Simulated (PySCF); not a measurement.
## Electronic structure of C$_{4}$H$_{10}$ClFSi in real space

```xyz
17

C    -0.8199   -1.3052    0.3996
C    -0.4847    0.1819    0.4548
C    -1.7552    1.0158    0.3002
C     0.5261    0.5617   -0.6341
Si    2.2239   -0.2745   -0.5189
F     3.2157    0.5818   -1.4644
Cl    2.9745   -0.1653    1.3382
H    -1.5738   -1.5518    1.1438
H     0.0642   -1.9069    0.5970
H    -1.2075   -1.5716   -0.5816
H    -0.0440    0.4017    1.4332
H    -2.4752    0.7635    1.0751
H    -1.5317    2.0776    0.3757
H    -2.2156    0.8302   -0.6682
H     0.6768    1.6454   -0.6021
H     0.0820    0.3482   -1.6092
H     2.3373   -1.6203   -1.0489
```

Geometry: GFN2-xTB.

Method: PBE0/pcSseg-1, SCF density, gas phase, non-relativistic in PySCF.

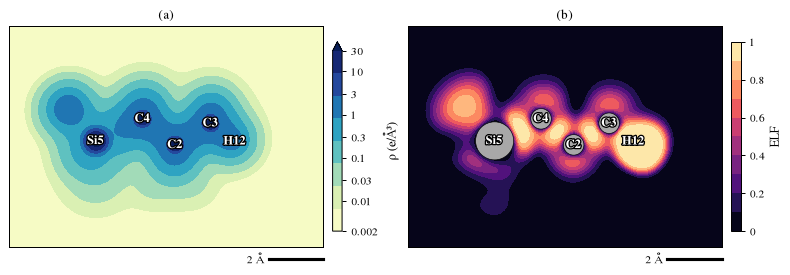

Figure 1. (a) electron density; (b) ELF on the plane of atoms C2, C3 and H12. Grey discs cover the atomic cores in the ELF map.

What does the map show?

Answer. Atoms in the plane: C, Si and H. C–C (1.53 Å): ρ is about 1.6 e/Å³ halfway; the ELF peaks at about 0.95 between the atoms (a shared electron pair). C–Si (1.90 Å): ρ is about 0.96 e/Å³ halfway; the ELF peaks at about 0.95 between the atoms: a shared electron pair. C–H (1.09 Å): ρ is about 2 e/Å³ halfway; the ELF climbs to about 1 towards the hydrogen, as it does in any bond to H; a covalent bond by its length. The ELF also peaks beside F6, away from the bonds: lone-pair regions.

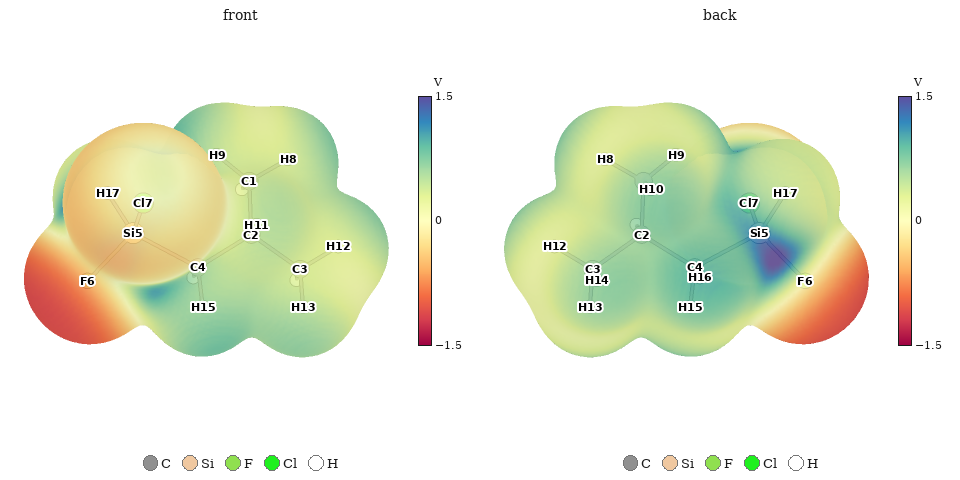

Figure 2. The electrostatic potential painted on the density surface at 0.002 e/bohr³, seen from the front and from behind; the colour scale runs from red (negative) to blue (positive).

Which sites attract a positive test charge, and which a negative one?

Answer. A positive charge is drawn to the negative regions and a negative charge to the positive ones. The most negative region (about −1.1 V) lies over F6, the most positive (about +1.4 V) over Si5.

What dipole moment does the calculation give?

Answer. Its dipole moment is 2.47 D.
